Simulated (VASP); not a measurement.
Band structure of LiF (rock salt). Method: PBEsol GGA, VASP's PBE PAW potentials (set 64) (plane waves; VASP).

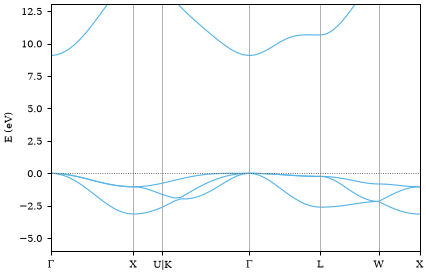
Figure. Bands along high-symmetry lines, zero at the valence-band maximum or, without a gap, the Fermi level

Question: Read the plot: is there a gap, and where are the band edges?

Answer: The gap is direct, 9.08 eV, from the valence maximum at Γ to the conduction minimum at Γ. (Edges off the drawn lines would not show.)

Measured: gap 15.35 eV (computed value off by -6.27 eV), as given by Wei Chen et al., Physical Review Materials (2018), doi:10.1103/physrevmaterials.2.073803 [zero-point renormalisation of 1.15 eV added back (the table's ZPR column)].

The compound is LiF in the rock salt structure. It was relaxed first.
